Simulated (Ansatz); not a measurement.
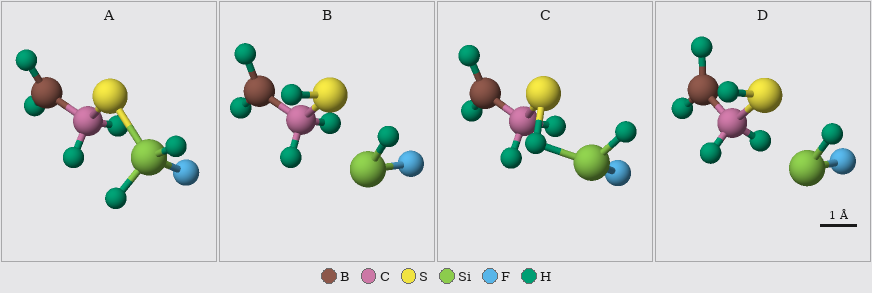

4 geometries from a converged minimum-energy path of CH$_{6}$BFSSi, shuffled. The picture is a ball-and-stick view, seen from a free direction.

Computed with RKS r2SCANh-D4/def2-SVP in Ansatz. Run with 5 movable images; climbing image; force threshold 0.05 eV/Å; iteration limit 60; starting path through a guess of the saddle point.

Question: Which frame is the top of the path?

Answer: C. In order along the path, whose images run from 0 to 6: A (image 1, +0.6 kcal/mol), C (image 3, +62.7 kcal/mol), D (image 5, +50.2 kcal/mol), B (image 6, +49.8 kcal/mol). A hydrogen atom shifts from one atom to another. Breaking: H–Si (1.49 → 2.99 Å). Forming: H–S (2.99 → 1.35 Å).
